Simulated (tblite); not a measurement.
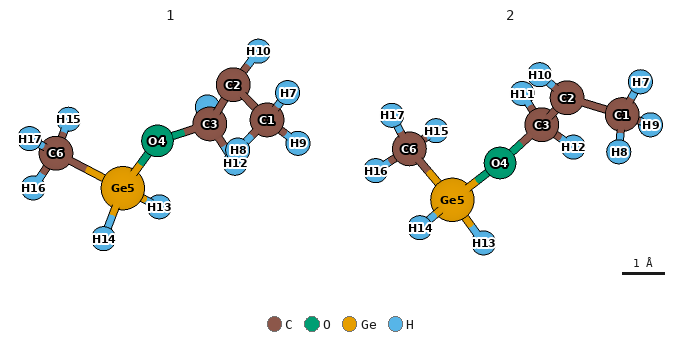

Two geometries of C$_{4}$H$_{11}$GeO (multiplicity 2), drawn at one scale. One is the start of a relaxation, the other its converged end. The picture is a ball-and-stick view, seen at a tilt.

All numbers below come from GFN2-xTB geometry optimisation, gas phase in tblite. 

> Which geometry has the lower energy?

Structure 2 is the relaxed one. H10 moves most after the best rigid fit: 1.99 Å. Largest moves by element: H 1.99 Å, O 0.54 Å, C 0.47 Å, Ge 0.40 Å. Near-neighbour distances that change, for instance: C1–C2 1.540 → 1.476 Å, Ge5–H14 1.541 → 1.498 Å, C3–O4 1.399 → 1.432 Å, C3–H12 1.126 → 1.096 Å. Bond angles that change, for instance: C1–C2–C3 107.0° → 121.8°, C3–O4–Ge5 113.9° → 126.9°, O4–Ge5–H14 108.1° → 98.9°. Groups turn about O4–Ge5 by about 60°. Over 207 geometry steps the energy falls by 20.1 kcal/mol. The run took 1 s on 1 thread of Arm Neoverse V2 (shared host).
